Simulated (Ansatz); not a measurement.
# Cl₂H₄OSi₂: small, medium and large basis sets

Aim: see how fast density functionals converge with the basis set for Cl₂H₄OSi₂.

The runs use Ansatz 0.2.0, Gaussian basis; one geometry, several basis sets.

The runs, in order: PBE0-D4/def2-SVP; ωB97M-V/def2-SVP; PBE0-D4/def2-QZVPP; ωB97M-V/def2-QZVPP; the functionals' def2-TZVPP values are taken from earlier runs.

### Step 1. The relaxed structure

All runs share one geometry, relaxed beforehand with PBE0-D4 in a triple-zeta def2 set.

9 atoms, charge 0, spin multiplicity 1.

Atoms are counted from 1 here; the program's logs count them from 0.

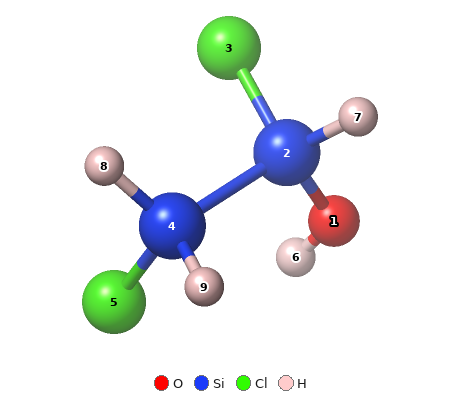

The geometry (oxygen red, silicon blue, chlorine green, hydrogen pink); atoms are numbered from 1 in the order of the file.

### Step 2. PBE0-D4 in def2-SVP

File in.yaml:

```yaml
crystal:
  periodic: [false, false, false]
  atoms:
    - {symbol: O, position_ang: [-1.849997, 0.527509, -0.536347]}
    - {symbol: Si, position_ang: [-0.875381, -0.609484, 0.121134]}
    - {symbol: Cl, position_ang: [-0.604979, -2.205630, -1.152949]}
    - {symbol: Si, position_ang: [1.252730, 0.311205, 0.474689]}
    - {symbol: Cl, position_ang: [1.577606, 1.465121, -1.214965]}
    - {symbol: H, position_ang: [-1.484066, 1.057265, -1.249307]}
    - {symbol: H, position_ang: [-1.574417, -1.109291, 1.323944]}
    - {symbol: H, position_ang: [2.335675, -0.697250, 0.564861]}
    - {symbol: H, position_ang: [1.311330, 1.214356, 1.651842]}
basis:
  gaussian: {orbitals: def2-SVP}
hamiltonian: {xc: pbe0, dispersion: d4}
output: {orbitals: {seedname: orbitals}}
```

Launch:

```bash
> ansatz run in.yaml --threads 4 --pin off --events-out ev --progress --plain --max-ram 10444MiB
```

Log:

```text
Functional definition: PBE0
  name "PBE0"
  cite "Adamo & Barone, J. Chem. Phys. 110, 6158 (1999) doi:10.1063/1.478522"
  cite "Perdew, Burke & Ernzerhof, Phys. Rev. Lett. 77, 3865 (1996) doi:10.1103/PhysRevLett.77.3865"
  parent pbe
  parameter a = 0.25
  parameter kappa = 0.804
  parameter beta = 0.06672455060314922
  exchange = (1 - a)*pbe_x(kappa = kappa, mu = beta*pi^2/3) + a*exact_x
  correlation = pbe_c(beta = beta)
987 factors; integrals over basis functions are off by at most 1.2e-3 eV
mean field evaluation 1: about -42881.3017 eV, gradient 4.5e1 eV
mean field evaluation 2: about -42873.6519 eV, gradient 7.8e1 eV
mean field evaluation 4: about -42884.8945 eV, gradient 1.6e0 eV
mean field evaluation 8: about -42884.9617 eV, gradient 1.6e-1 eV
mean field evaluation 16: about -42884.9618 eV, gradient 2.7e-5 eV
mean field -42884.96180930 eV, -1575.9932780205 hartree, gradient 2.7e-5 eV, S^2 0.000000; 0 other end points of the search recorded, 0 dependent functions left out
reference -42884.96183468 eV, -1575.9932789533 hartree; 37, 37 occupied and 69, 69 virtual orbitals, 987 factors
Total energy: -42885.20719435 eV, -1576.0022957547 hartree
```

Run time: 1.2 s. Hardware: 4 threads of Arm Neoverse V2, shared host; peak memory 0.46 GiB.

### Step 3. ωB97M-V in def2-SVP

in.yaml: that of step 2 with these lines changed.

```diff
@@ -14,3 +14,3 @@
   gaussian: {orbitals: def2-SVP}
-hamiltonian: {xc: pbe0, dispersion: d4}
+hamiltonian: {xc: {name: wB97M-V}}
 output: {orbitals: {seedname: orbitals}}
```

Same command.

Log, cut to the lines that bear on the results:

```text
Functional definition: wB97M-V
  name "wB97M-V"
  cite "Mardirossian & Head-Gordon, J. Chem. Phys. 144, 214110 (2016) doi:10.1063/1.4952647"
  cite "Becke, J. Chem. Phys. 107, 8554 (1997) doi:10.1063/1.475007"
  cite "Vydrov & Van Voorhis, J. Chem. Phys. 133, 244103 (2010) doi:10.1063/1.3521275"
  # Of w^i u^j: cxij and so on, Table III.
[...]
  gx(w, u) = 1 - cx + cx01*u + cx10*w
  gss(w, u) = css00 + css04*u^4 + css10*w + css20*w^2 + css43*w^4*u^3
  gos(w, u) = cos00 + cos10*w + (cos20 + cos21*u)*w^2 + (cos60 + cos61*u)*w^6
[...]
      + integral(e_c_pw_mod_opposite_spin*gos(b97_w_opposite, b97_u_opposite)) + vv10(b, c)
987 factors; integrals over basis functions are off by at most 1.2e-3 eV
310 factors; integrals over basis functions are off by at most 5.6e-6 eV
[...]
mean field -42899.00581364 eV, -1576.5093856608 hartree, gradient 7.1e-5 eV, S^2 0.000000; 0 other end points of the search recorded, 0 dependent functions left out
reference -42899.00585341 eV, -1576.5093871221 hartree; 37, 37 occupied and 69, 69 virtual orbitals, 987 factors
Total energy: -42899.00585341 eV, -1576.5093871221 hartree
```

Run time: 5.5 s. Hardware: 4 threads of Arm Neoverse V2, shared host; peak memory 0.46 GiB.

### Step 4. PBE0-D4 in def2-QZVPP

in.yaml: that of step 3 with these lines changed.

```diff
@@ -13,4 +13,4 @@
 basis:
-  gaussian: {orbitals: def2-SVP}
-hamiltonian: {xc: {name: wB97M-V}}
+  gaussian: {orbitals: "def2-QZVPP.json"}
+hamiltonian: {xc: pbe0, dispersion: d4}
 output: {orbitals: {seedname: orbitals}}
```

Same command.

Log:

```text
Functional definition: PBE0
  name "PBE0"
  cite "Adamo & Barone, J. Chem. Phys. 110, 6158 (1999) doi:10.1063/1.478522"
  cite "Perdew, Burke & Ernzerhof, Phys. Rev. Lett. 77, 3865 (1996) doi:10.1103/PhysRevLett.77.3865"
  parent pbe
  parameter a = 0.25
  parameter kappa = 0.804
  parameter beta = 0.06672455060314922
  exchange = (1 - a)*pbe_x(kappa = kappa, mu = beta*pi^2/3) + a*exact_x
  correlation = pbe_c(beta = beta)
1920 factors; their error is unknown
mean field evaluation 1: about -42898.8292 eV, gradient 5.3e1 eV
mean field evaluation 2: about -42888.4641 eV, gradient 9.1e1 eV
mean field evaluation 4: about -42903.3905 eV, gradient 3.1e0 eV
mean field evaluation 8: about -42903.4086 eV, gradient 5.4e-2 eV
mean field evaluation 16: about -42903.4476 eV, gradient 7.6e-5 eV
mean field -42903.44761911 eV, -1576.6726190012 hartree, gradient 7.6e-5 eV, S^2 0.000000; 0 other end points of the search recorded, 0 dependent functions left out
reference -42903.44765807 eV, -1576.6726204329 hartree; 37, 37 occupied and 420, 420 virtual orbitals, 1920 factors
Total energy: -42903.69301774 eV, -1576.6816372343 hartree
```

It took 11 s on 4 threads of Arm Neoverse V2, shared host; peak memory 2.1 GiB.

### Step 5. ωB97M-V in def2-QZVPP

in.yaml: that of step 4 with these lines changed.

```diff
@@ -14,3 +14,3 @@
   gaussian: {orbitals: "def2-QZVPP.json"}
-hamiltonian: {xc: pbe0, dispersion: d4}
+hamiltonian: {xc: {name: wB97M-V}}
 output: {orbitals: {seedname: orbitals}}
```

Launched as before.

Log, cut to the lines that bear on the results:

```text
Functional definition: wB97M-V
  name "wB97M-V"
  cite "Mardirossian & Head-Gordon, J. Chem. Phys. 144, 214110 (2016) doi:10.1063/1.4952647"
  cite "Becke, J. Chem. Phys. 107, 8554 (1997) doi:10.1063/1.475007"
  cite "Vydrov & Van Voorhis, J. Chem. Phys. 133, 244103 (2010) doi:10.1063/1.3521275"
  # Of w^i u^j: cxij and so on, Table III.
[...]
  gx(w, u) = 1 - cx + cx01*u + cx10*w
  gss(w, u) = css00 + css04*u^4 + css10*w + css20*w^2 + css43*w^4*u^3
  gos(w, u) = cos00 + cos10*w + (cos20 + cos21*u)*w^2 + (cos60 + cos61*u)*w^6
[...]
      + integral(e_c_pw_mod_opposite_spin*gos(b97_w_opposite, b97_u_opposite)) + vv10(b, c)
1848 factors; their error is unknown
356 factors; integrals over basis functions are off by at most 3.1e-5 eV
[...]
mean field -42917.40227016 eV, -1577.1854429685 hartree, gradient 8.3e-5 eV, S^2 0.000000; 0 other end points of the search recorded, 0 dependent functions left out
reference -42917.40233311 eV, -1577.1854452818 hartree; 37, 37 occupied and 420, 420 virtual orbitals, 1848 factors
Total energy: -42917.40233311 eV, -1577.1854452818 hartree
```

Run time: 23 s. Hardware: 4 threads of Arm Neoverse V2, shared host; peak memory 2.4 GiB.

### Step 6. Functionals by basis

The def2-TZVPP values come from earlier runs at the same geometry.

```
functional       basis  functions  energy (eV)  from the largest (eV)  HOMO (eV)  LUMO (eV)
   PBE0-D4    def2-SVP        106  -42885.2072                 18.486      -7.98      -0.79
   PBE0-D4  def2-TZVPP        255  -42902.2937                  1.399      -8.08      -1.10
   PBE0-D4  def2-QZVPP        457  -42903.6930                  0.000      -8.11      -1.21
   ωB97M-V    def2-SVP        106  -42899.0059                 18.396      -9.98       1.16
   ωB97M-V  def2-TZVPP        255  -42916.0773                  1.325     -10.12       0.71
   ωB97M-V  def2-QZVPP        457  -42917.4023                  0.000     -10.16       0.47
```

### Step 7. What came out

| quantity | value |
| --- | --- |
| PBE0-D4: double and triple zeta above quadruple | 18.49, 1.40 eV |
| ωB97M-V: double and triple zeta above quadruple | 18.40, 1.33 eV |

What this shows: PBE0-D4 gains 17.09 eV from double to triple zeta, then 1.40 eV more. These are total energies; as a rule much of such shifts cancels in differences, which this series doesn't test. The LUMO of ωB97M-V is positive and keeps falling with the basis (1.16 to 0.47 eV): an unbound level that the basis holds in place.

For PBE0-D4 the largest set took about 9 times as long as the smallest (11 s against 1.2 s).
